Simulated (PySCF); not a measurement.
# C4H6BF: the cost of one run

Computed with PySCF 2.14.0, with density-fitted response routines of our own, on a single molecule in the gas phase. Atoms count from 0, in the outputs and in this text.

### 1 Starting geometry

12 atoms, charge 0, multiplicity 1; geometry from: GFN2-xTB. The atoms were then displaced at random by about 0.01 Å, so the start is not that level's minimum.

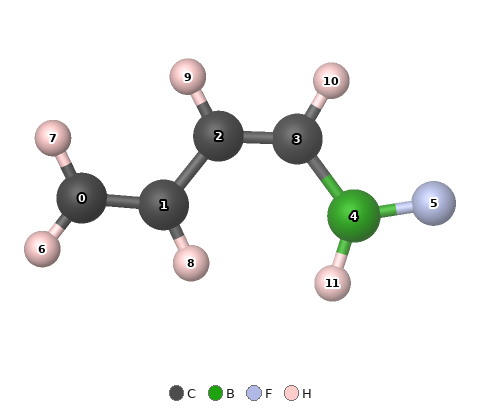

The starting geometry (carbon dark grey, boron green, fluorine light blue, hydrogen pink), atoms numbered.

### 2 Relaxing the molecule at PBE0-D3(BJ)/def2-SVP

What the job is given:

```
{"job": {"xc": "PBE0", "basis": "def2-SVP", "d3": "d3bj", "grid": 1, "shake": 0.01, "kind": "geom"}, "charge": 0, "multiplicity": 1}
C      2.225050     0.214650    -0.740530
C      0.944680    -0.118060    -0.472590
C      0.077720     0.650460     0.394310
C     -1.143710     0.355300     0.719710
B     -2.022060    -0.857120     0.237550
F     -3.265860    -0.932930     0.693980
H      2.841510    -0.342360    -1.398330
H      2.661990     1.132760    -0.325390
H      0.525100    -1.000260    -0.886760
H      0.555640     1.540210     0.831090
H     -1.681570     1.040880     1.406700
H     -1.678790    -1.711810    -0.468770
```

Command:

```bash
$ OMP_NUM_THREADS=1 python probes_run.py task.json out
```

The driver reads the jobs from task.json and runs them one after another.

Q: Estimate the wall time and peak memory of this first job on 1 thread of Arm Neoverse V1, shared host.

About 42 s, with a peak of 0.47 GiB.
